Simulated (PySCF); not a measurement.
## Electronic structure of C$_{7}$H$_{12}$ in real space

Input file:

```
{"job": {"kind": "nmr", "xc": "PBE0", "basis": "pcSseg-1"}, "charge": 0, "multiplicity": 1}
C      3.369591    -0.219082     0.259761
C      2.164414    -0.077987    -0.258265
C      1.097549     0.816953     0.298076
C     -0.080196    -0.006701     0.734525
C     -1.269650    -0.101454     0.153800
C     -1.693823     0.636093    -1.081523
C     -2.341279    -0.984637     0.726611
H      4.103191    -0.881171    -0.168691
H      3.677903     0.328300     1.136207
H      1.873153    -0.641943    -1.135224
H      0.805030     1.542218    -0.462985
H      1.491322     1.364077     1.157913
H      0.112642    -0.601618     1.618766
H     -2.488865     1.341557    -0.838877
H     -2.090267    -0.066738    -1.813431
H     -0.877235     1.182911    -1.541549
H     -2.643584    -1.734537    -0.004361
H     -1.997203    -1.493177     1.623471
H     -3.222497    -0.393813     0.976584
```

Run with:

```sh
OMP_NUM_THREADS=1 python probes_run.py task.json out
```

Geometry: GFN2-xTB.

These are results of PySCF, PBE0/pcSseg-1, SCF density, gas phase, non-relativistic, not measurements.

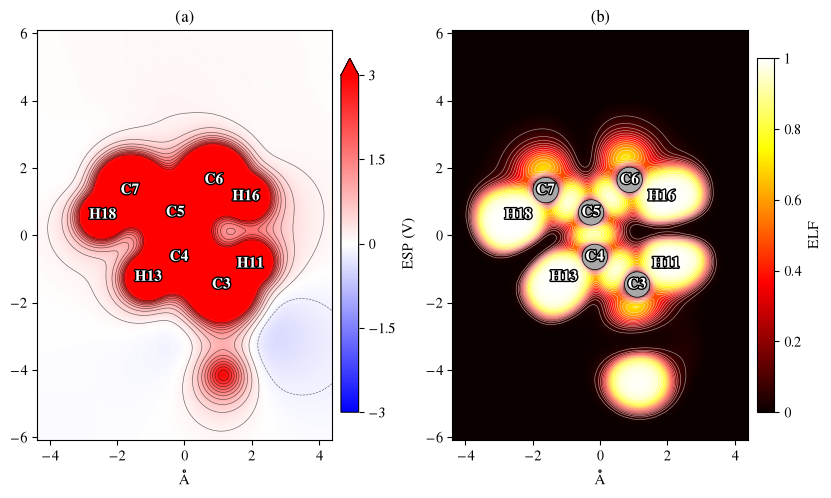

Figure 1. (a) molecular electrostatic potential; (b) ELF on the plane of atoms C6, C5 and C7. Grey discs cover the atomic cores in the ELF map.

Question: Interpret the plot.

Answer:
- Atoms in the plane: C and H.
- C–C (1.33 Å): the ELF peaks at about 0.95 between the atoms (a multiple bond).
- C–H (1.09 Å): the ELF climbs to about 1 towards the hydrogen, as it does in any bond to H (a covalent bond by its length).
- C–C (1.50 Å): the ELF peaks at about 0.95 between the atoms (localised, covalent bonding).
- Outside the dense part of the molecule the potential is most negative (−0.4 V) near C1, which lies off the plane.

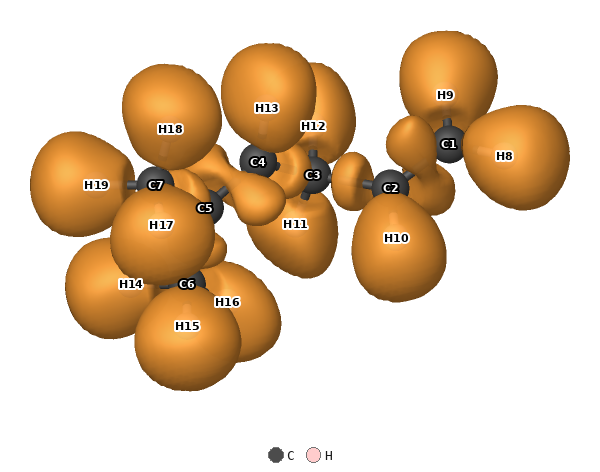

Figure 2. Isosurface of the ELF at 0.75 (orange), seen at an oblique angle. Only the valence region is drawn (cores and ρ < 0.01 e/Å³ removed).

Question: What do the ELF domains correspond to?

Answer: The surface consists of six regions between bonded C–C atoms (shared pairs) and twelve regions around hydrogen nuclei. Profiles from the grid: C–C (1.32 Å): the ELF peaks at about 0.90 between the atoms (a short, multiple covalent bond). C–H (1.08 Å): the ELF climbs to about 1 towards the hydrogen (a covalent bond by its length).

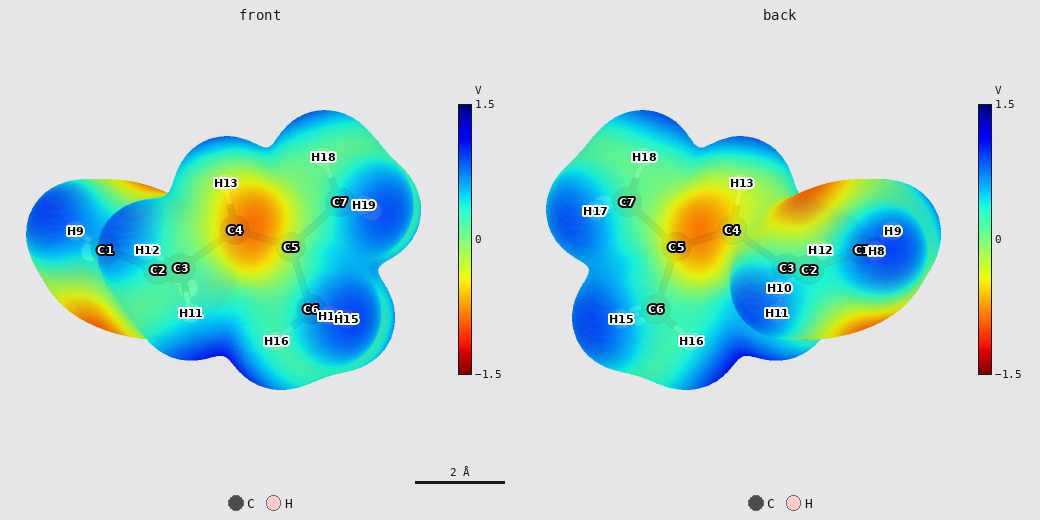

Figure 3. The electrostatic potential painted on the density surface at 0.004 e/bohr³, seen from the front and from behind; the colour scale runs from red (negative) to blue (positive).

Question: Which sites attract a positive test charge, and which a negative one?

Answer: A positive charge is drawn to the negative regions and a negative charge to the positive ones. The most negative region (about −0.9 V, or −21 kcal/mol for a unit charge) lies over the π face of C1, C2, C4 and C5, the most positive (about +1.0 V, or +23 kcal/mol for a unit charge) over H11 and H16.

Question: How polar is the molecule by this calculation?

Answer: Its dipole moment is 0.69 D.
